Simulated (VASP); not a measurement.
Band structure of Na3Bi (space group P6_3/mmc). These are LDA (Ceperley-Alder, Perdew-Zunger), VASP's LDA PAW potentials (set 64) (plane waves; VASP) values and carry that method's errors.

Unless said otherwise, spin-orbit coupling is left out, though it shifts the bands of the heavy elements here.

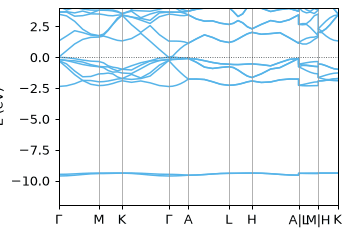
Bands along high-symmetry lines, zero at the valence-band maximum or, without a gap, the Fermi level

**Question.** Read the plot: is there a gap, and where are the band edges?

**Answer.** It has no gap at this level: it comes out as a metal or semimetal.

The structure comes from a computed database's Na3Bi entry (P6_3/mmc); how it stands against other phases isn't given here. The cell was not relaxed at this level.
